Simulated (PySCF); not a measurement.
C2H6BF (SMILES CB(C)F)

Input file:

```
{"job": {"kind": "sp", "xc": "wB97X", "basis": "ma-def2-TZVP", "d3": "d3bj", "grid": 2}, "charge": 0, "multiplicity": 1}
C     -1.365817     0.324995    -0.020812
B     -0.027498    -0.381787     0.377308
C      1.383987    -0.075068    -0.225789
F     -0.091775    -1.337578     1.320098
H     -1.764883    -0.197208    -0.910812
H     -1.220751     1.373723    -0.320704
H     -2.135236     0.263779     0.762594
H      1.879576     0.651094     0.445628
H      2.030312    -0.965309    -0.256625
H      1.343642     0.390646    -1.221023
```

Launched as:

```sh
OMP_NUM_THREADS=1 python redox_run.py task.json out
```

Geometry: PBE0-D3(BJ)/ma-def2-SVP.

All numbers below come from DFT single point, gas phase, functional wB97X in PySCF 2.14.0, density-fitted response routines.

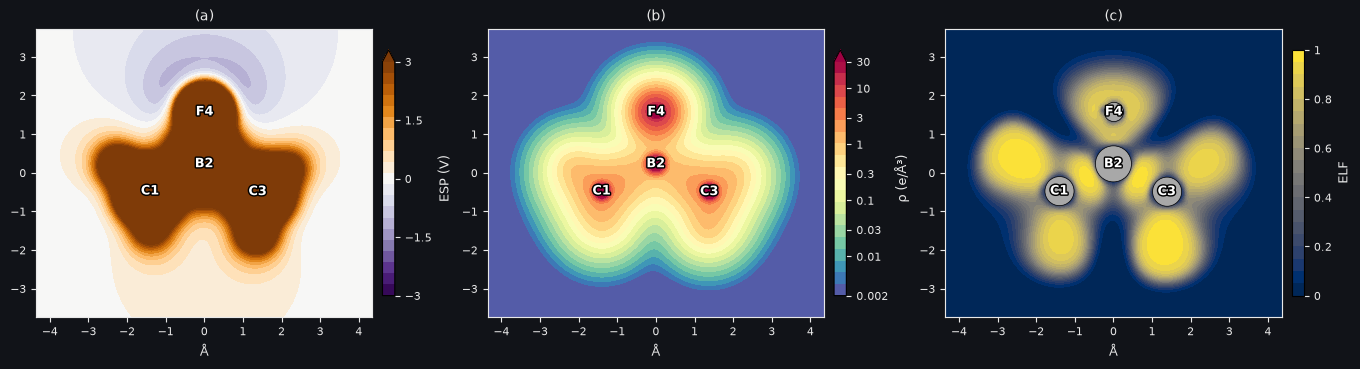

Figure 1. (a) electrostatic potential; (b) electron density; (c) ELF on the plane of atoms C1, B2 and C3. Grey discs cover the atomic cores in the ELF map.

**Read the bonding off the picture.**

Atoms in the plane: C, B and F.
B–F (1.34 Å): ρ is about 2.1 e/Å³ halfway; the ELF peaks at about 0.85 between the atoms (a shared but strongly polarised pair).
C–B (1.56 Å): ρ is about 1.5 e/Å³ halfway; the ELF peaks at about 1 between the atoms, as expected for a shared electron pair.
The ELF also peaks beside F4, away from the bonds: lone-pair regions.
Outside the dense part of the molecule the potential is most negative (−1.1 V) near F4.

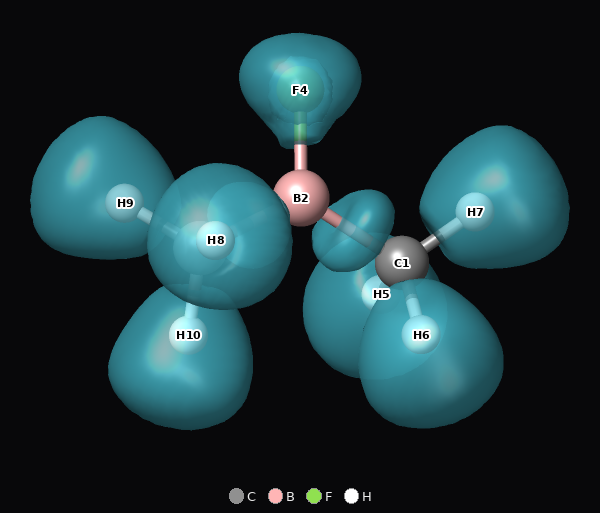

Figure 2. Isosurface of the ELF at 0.8 (cyan), seen at a tilt. Core shells and regions of very low density are left out.

**What do the ELF domains correspond to?**

The ELF exceeds this value in two regions between bonded B–C atoms (shared pairs), six regions around hydrogen nuclei and one region on F in which the atom's valence shell and bonds are merged.

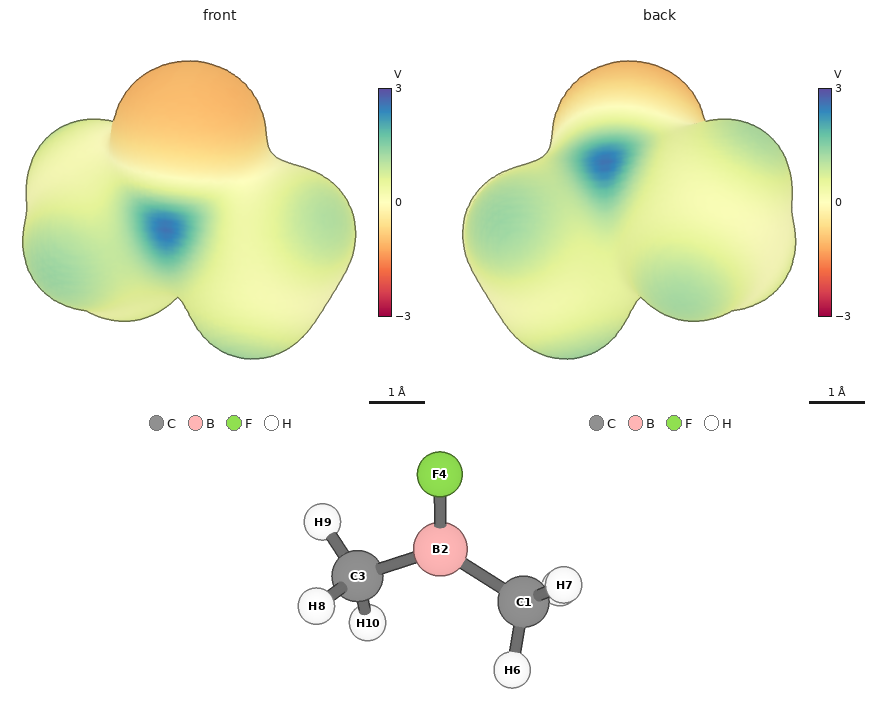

Figure 3. The molecular electrostatic potential painted on the density surface at 0.004 e/bohr³, seen from the front and from behind; red is negative and blue positive. The bare structure is drawn below in the same view.

**Which sites attract a positive test charge, and which a negative one?**

A positive charge is drawn to the negative regions and a negative charge to the positive ones. The most negative region (about −1.1 V) lies over F4, the most positive (about +2.5 V) over B2.

**What dipole moment does the calculation give?**

Its dipole moment is 1.41 D.
